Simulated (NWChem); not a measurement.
# IBr (iodine monobromide): levels of theory compared

We compute a comparison of 6 runs (HF/STO-3G, HF/def2-SVP, PBE0/def2-TZVP, SVWN5/def2-TZVP, r2SCAN/def2-TZVP, PBE/def2-TZVP) of IBr (iodine monobromide). 

The calculation is run with NWChem 7.3.0.

4 further runs of the same task are left out: 4 that didn't finish. Runs told in other sessions of the task aren't counted.

### Step 1. The system as given

IBr has 2 atoms, charge 0, and is taken as a singlet. As SMILES, `BrI`. The coordinates come from a PBE0-D4/def2-TZVP relaxation.

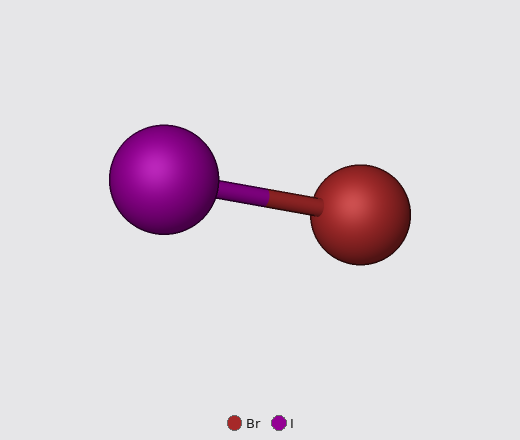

The structure, seen from a chosen angle (bromine red, iodine purple).

### Step 2. Energy and gradient at HF/STO-3G (run 1)

File run.py:

```python
from ase import Atoms
from ase.calculators.nwchem import NWChem

molecule = Atoms(['Br', 'I'], positions=[
    [0.000000, -0.000000, -0.002890],
    [-0.000000, 0.000000, 2.460860],
])

calc = NWChem(
    label='a',
    theory='scf',
    memory='2200 mb',
    basis='STO-3G',
    basispar='spherical bse',
    scf={'nopen': '0', 'rhf': None, 'thresh': '1e-08', 'maxiter': '80'},
)
molecule.calc = calc

forces = molecule.get_forces()
print(f"energy = {molecule.get_potential_energy():.6f} eV")
print("forces (eV/A):")
for s, f in zip(molecule.symbols, forces):
    print(f"{s:2s} {f[0]:10.5f} {f[1]:10.5f} {f[2]:10.5f}")
print("dipole (e A):", molecule.get_dipole_moment().round(4))
```

The run is started by

```console
$ export ASE_NWCHEM_COMMAND="nwchem PREFIX.nwi > PREFIX.nwo"
$ python run.py
```

Output:

```text
energy = -255660.939317 eV
forces (eV/A):
Br   -0.00000   -0.00000   -0.59794
I     0.00000    0.00000    0.59794
dipole (e A): [0.    0.    0.041]
```

The calculator wrote a.nwi:

```
title "a"

permanent_dir a

scratch_dir a

start a

geometry units angstrom nocenter noautosym noautoz
  Br 0.0000000000000000e+00 -0.0000000000000000e+00 -2.8900000000000002e-03
  I  -0.0000000000000000e+00 0.0000000000000000e+00 2.4608599999999998e+00
end

memory 2200 mb

basis spherical bse noprint
   * library STO-3G
end

scf
  nopen 0
  rhf
  thresh 1e-08
  maxiter 80
end

task scf gradient
```

a.nwo:

```text
Northwest Computational Chemistry Package (NWChem) 7.3.0
             --------------------------------------------------------

           Job information
           ---------------

    nwchem branch   = 7.3.0
    use scalapack   = T
    input           = a.nwi
    prefix          = a.
    data base       = a/a.db
    status          = startup
    nproc           =        1

           Memory information
           ------------------

[... 5 lines left out ...]
    hardfail = no
[... 100 lines left out ...]
         Quadratically convergent ROHF
[... 14 lines left out ...]
       Final RHF  results
[... 4 lines left out ...]
      Two-electron energy =   4002.729274527889
[... 54 lines left out ...]
                       ROHF Final Molecular Orbital Analysis
[... 125 lines left out ...]
                 ----------------------------------------
                 |  Time  |  1-e(secs)   |  2-e(secs)   |
                 ----------------------------------------
                 |  CPU   |       0.00   |       2.60   |
                 ----------------------------------------
                 |  WALL  |       0.00   |       2.60   |
                 ----------------------------------------

 Task  times  cpu:        6.0s     wall:        6.0s
 Total times  cpu:        6.0s     wall:        6.0s
```

Wall time 7.5 s (1 thread of Intel Xeon Platinum 8259CL at 2.50GHz (Skylake/Cascade Lake), shared host); peak memory 0.1 GiB.

### Step 3. Energy and gradient at HF/def2-SVP (core potential) (run 2)

File a.nw:

```
start a
memory 2200 mb
geometry noautosym nocenter noautoz
  Br    0.000000    0.000000   -0.002890
  I     0.000000    0.000000    2.460860
end
basis spherical bse
  * library def2-SVP
end
ecp bse
  I library def2-SVP
end
scf
  thresh 1e-08
  maxiter 80
  print low
end
task scf gradient
```

The run is started by

```console
$ nwchem a.nw > a.out
```

Output:

```text
[...]
  functions       =    58
[...]
  wavefunction    = RHF
[...]
         Total SCF energy =  -2868.752252760432
      One-electron energy =  -4474.235649911570
      Two-electron energy =   1417.546271681940
 Nuclear repulsion energy =    187.937125469198
        Time for solution =     16.7s
[...]
                         RHF ENERGY GRADIENTS
    atom               coordinates                        gradient
                 x          y          z           x          y          z
   1 Br      0.000000   0.000000  -0.005461    0.000000   0.000000   0.008772
   2 I       0.000000   0.000000   4.650351   -0.000000  -0.000000  -0.008772
 Task  times  cpu:       21.1s     wall:       21.1s
 Total times  cpu:       21.1s     wall:       21.1s
```

Wall time 22 s (1 thread of Intel Xeon Platinum 8259CL at 2.50GHz (Skylake/Cascade Lake), shared host); peak memory 0.1 GiB.

Runs 3 to 4 aren't shown in full; the table further down has their settings and results.

### Step 4. Energy and gradient at r2SCAN/def2-TZVP (core potential) (run 5)

File nw.nw:

```
START nw
memory stack 880 mb heap 220 mb global 1100 mb
GEOMETRY noautosym nocenter noautoz
Br     0.000000     0.000000    -0.002890
I      0.000000     0.000000     2.460860
END
BASIS spherical bse
* library def2-TZVP
END
ECP bse
I library def2-TZVP
END
DFT
xc r2scan
grid fine
convergence energy 1e-08
iterations 100
mulliken
print low
END
TASK dft gradient
```

The run is started by

```console
$ nwchem nw.nw > nw.out
```

Output:

```text
[...]
 d= 0,ls=0.0,diis     1  -2871.9404235985 -3.06D+03  8.65D-03  5.87D-01     7.0
[...]
 d= 0,ls=0.0,diis    10  -2871.9686314658 -9.20D-09  1.68D-07  5.62D-10    47.5
         Total DFT energy =    -2871.968631465806
      One electron energy =    -4474.654319713071
           Coulomb energy =     1528.404157492043
    Exchange-Corr. energy =     -113.655594713976
 Nuclear repulsion energy =      187.937125469198
[...]
      Total Density - Mulliken Population Analysis
     ---------------------------------------------
    Atom       Charge   Shell Charges
 -----------   ------   -------------------------------------------------------
    1 Br  35    35.12   2.00  2.01  1.16  0.77  1.06  0.97  6.00  5.93  1.31  2.71  1.13  8.95  1.00  0.05  0.06  0.01
    2 I   25    24.88   0.19 -0.79  1.64  0.98  1.20  0.75 -0.49  6.44  1.37  2.68  0.82  9.18  0.81  0.08  0.00  0.01
[...]
                         DFT ENERGY GRADIENTS
    atom               coordinates                        gradient
                 x          y          z           x          y          z
   1 Br      0.000000   0.000000  -0.005461   -0.000000  -0.000000   0.003894
   2 I       0.000000   0.000000   4.650351    0.000000   0.000000  -0.003894
 Task  times  cpu:       67.4s     wall:       67.4s
 Total times  cpu:       67.4s     wall:       67.4s
```

Wall time 68 s (1 thread of Intel Xeon Platinum 8259CL at 2.50GHz (Skylake/Cascade Lake), shared host); peak memory 0.13 GiB.

### Step 5. Energy and forces at PBE/def2-TZVP (core potential) (run 6)

File bri.xyz:

```xyz
2

Br     0.000000     0.000000    -0.002890
I      0.000000     0.000000     2.460860
```

File run.py:

```python
from ase.io import read
from ase.calculators.nwchem import NWChem

molecule = read('bri.xyz')

calc = NWChem(
    label='bri',
    theory='dft',
    memory='2200 mb',
    basis='def2-TZVP',
    basispar='spherical bse',
    dft={'xc': 'xpbe96 cpbe96', 'mult': '1', 'grid': 'fine', 'convergence': 'energy 1e-08', 'iterations': '100', 'mulliken': None},
    **{'ecp bse': {'I library': 'def2-TZVP'}},
)
molecule.calc = calc

forces = molecule.get_forces()
print("Total energy (eV):", round(molecule.get_potential_energy(), 6))
print("forces (eV/A):")
for s, f in zip(molecule.symbols, forces):
    print(f"{s:2s} {f[0]:10.5f} {f[1]:10.5f} {f[2]:10.5f}")
print("dipole (e A):", molecule.get_dipole_moment().round(4))
```

The run is started by

```console
$ export ASE_NWCHEM_COMMAND="nwchem PREFIX.nwi > PREFIX.nwo"
$ python run.py
```

Output:

```text
Total energy (eV): -78136.783843
forces (eV/A):
Br    0.00000   -0.00000   -0.39893
I    -0.00000    0.00000    0.39893
dipole (e A): [-0.     -0.      0.1364]
```

The calculator wrote bri.nwi:

```
title "bri"

permanent_dir bri

scratch_dir bri

start bri

geometry units angstrom nocenter noautosym noautoz
  Br 0.0000000000000000e+00 0.0000000000000000e+00 -2.8900000000000002e-03
  I  0.0000000000000000e+00 0.0000000000000000e+00 2.4608599999999998e+00
end

memory 2200 mb

basis spherical bse noprint
   * library def2-TZVP
end

dft
  xc xpbe96 cpbe96
  mult 1
  grid fine
  convergence energy 1e-08
  iterations 100
  mulliken
end
ecp bse
  I library def2-TZVP
end

task dft gradient
```

bri.nwo:

```text
Northwest Computational Chemistry Package (NWChem) 7.3.0
             --------------------------------------------------------

           Job information
           ---------------

    nwchem branch   = 7.3.0
    use scalapack   = T
    input           = bri.nwi
    prefix          = bri.
    data base       = bri/bri.db
    status          = startup
    nproc           =        1

           Memory information
           ------------------

[... 5 lines left out ...]
    hardfail = no
[... 77 lines left out ...]
  convergence criterion.
[... 38 lines left out ...]
          Spatial weights used:  Erf1
[... 32 lines left out ...]
 1-e energy   =   -4475.012154
[... 40 lines left out ...]
           Coulomb energy =     1527.765658108670
[... 770 lines left out ...]
          Convergence on density requested:  1.00D-05
[... 24 lines left out ...]
          total energy or number of iterations.
[... 33 lines left out ...]
                 ----------------------------------------
                 |  Time  |  1-e(secs)   |  2-e(secs)   |
                 ----------------------------------------
                 |  CPU   |       0.08   |      16.40   |
                 ----------------------------------------
                 |  WALL  |       0.08   |      16.40   |
                 ----------------------------------------

 Task  times  cpu:       62.6s     wall:       62.6s
 Total times  cpu:       62.7s     wall:       62.7s
```

Wall time 64 s (1 thread of Intel Xeon Platinum 8259CL at 2.50GHz (Skylake/Cascade Lake), shared host); peak memory 0.13 GiB.

### Step 6. Overview of the runs

```
run                              level  core potential  iteration cap   energy (Eh)  largest force (eV/Å)  wall time
  1                          HF/STO-3G               –             80  -9395.366303                 0.598      7.5 s
  2       HF/def2-SVP (core potential)        def2-SVP             80  -2868.752253                 0.451       22 s
  3    PBE0/def2-TZVP (core potential)       def2-TZVP            100  -2871.585351                 0.003       67 s
  4   SVWN5/def2-TZVP (core potential)       def2-TZVP            100  -2867.918884                 0.086       59 s
  5  r2SCAN/def2-TZVP (core potential)       def2-TZVP            100  -2871.968631                 0.200       68 s
  6     PBE/def2-TZVP (core potential)       def2-TZVP            100  -2871.473867                 0.399       64 s
```

### Step 7. Results

```
                       quantity           value
            run 6: total energy  -2871.47387 Eh
           run 6: dipole moment          0.66 D
             run 6: HOMO energy        -6.46 eV
             run 6: LUMO energy        -4.39 eV
           run 6: HOMO–LUMO gap         2.08 eV
run 6: largest force on an atom      0.399 eV/Å
```

What this shows: Totals of different functionals can't be ranked against each other. Some runs of one species differ in core potentials or relativity; totals across that change don't compare. In run 1 the basis is minimal, so the values are rough. In run 1 relativity is left out where basis or elements ask for it. All runs together took 4.8 min, the longest 68 s.
